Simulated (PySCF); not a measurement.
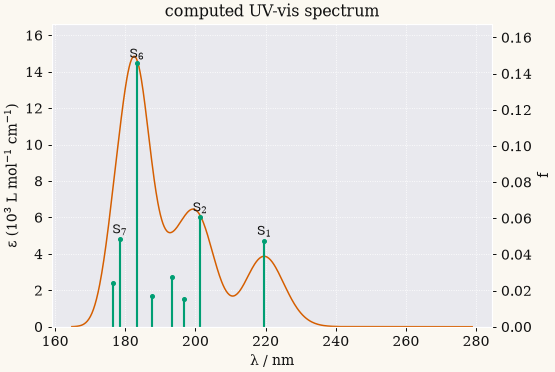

Vertical TDDFT excitations, B3LYP/def2-SVPD, PySCF 2.14.0, at a GFN2-xTB geometry (no frequency check), gas phase. The lowest 8 singlet states are shown; each is broadened by a Gaussian of 1/e half-width 0.20 eV. Sticks give oscillator strengths (right axis).

**Which molecule gives this spectrum?**
A. C₄H₆N₂SSi, SMILES C=Cc1nnsc1[SiH3]
B. C₂H₆O₃S, SMILES COS(C)(=O)=O
C. C₂H₁₁AsOSi₂, SMILES CCO[SiH2][AsH][SiH3]

C. Its lowest singlet lies at 5.65 eV (f = 0.048) and the brightest of those computed is S6 at 6.77 eV (183 nm), f = 0.146, mainly HOMO−2 → LUMO (72 %).

Caveats: the tight-binding geometry is rougher than a DFT one and adds to the error; one conformer of a flexible molecule; core orbitals are frozen in the response.
